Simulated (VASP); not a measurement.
The calculation's input:

```
SYSTEM = Al2SbP
PREC = Accurate
ENCUT = 520
EDIFF = 1E-6
ISMEAR = 0
SIGMA = 0.01
LREAL = .False.
LASPH = .True.
NELM = 100
ALGO = Normal
ISIF = 2
LWAVE = .False.
LCHARG = .True.
METAGGA = R2SCAN
LMIXTAU = .True.
LELF = .True.
LVHAR = .True.
NBANDS = 16
ISTART = 1
```

Launched as:

```sh
cat potpaw_PBE.64/P/POTCAR potpaw_PBE.64/Al/POTCAR potpaw_PBE.64/Sb/POTCAR > POTCAR
cp INCAR.step1 INCAR
mpirun -np 1 vasp_std > vasp.out
cp INCAR.step2 INCAR
mpirun -np 1 vasp_std > vasp.out
```

Below, planes, directions and counts refer to the conventional cell (a = 4.06 Å, b = 4.06 Å, c = 5.76 Å, α = 90.00°, β = 90.00°, γ = 90.00°).

Space group P-4m2; a generated structure, not necessarily the stable one; changed on purpose from its base cell (hydrostatic strain -1.3%); computed pressure about 3 GPa in this cell.

All numbers below come from Kohn-Sham DFT of a periodic cell, r2SCAN, VASP PAW PBE potentials, recommended (VASP 6.6.1).

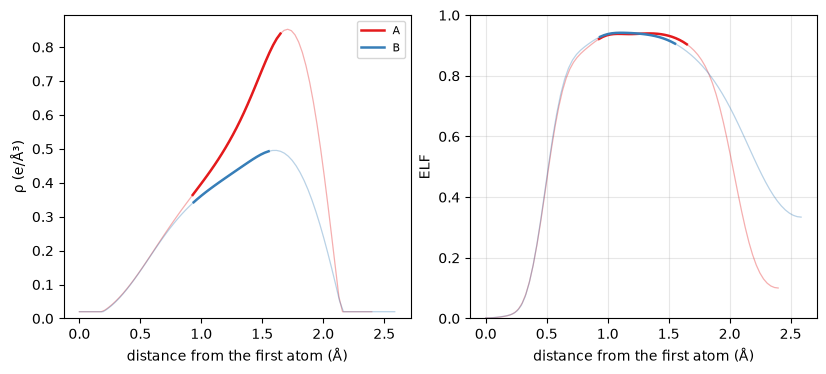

Al2SbP. Valence pseudo-density and electron localisation function along straight lines between neighbouring atoms. Thin, pale parts lie inside the atomic spheres.

The density is the valence pseudo-density of a PAW calculation; it isn't the true density close to the nuclei.

Which curve belongs to which contact (Al–P and Al–Sb)? The first atom named is at distance zero.

Answer. Curve A: Al–P (2.40 Å): ρ at the midpoint is about 0.5 e/Å³; the ELF peaks at about 0.95 between the atoms, as expected for a shared electron pair. Curve B: Al–Sb (2.59 Å): ρ is about 0.44 e/Å³ halfway; the ELF peaks at about 0.95 between the atoms, as expected for a shared electron pair.
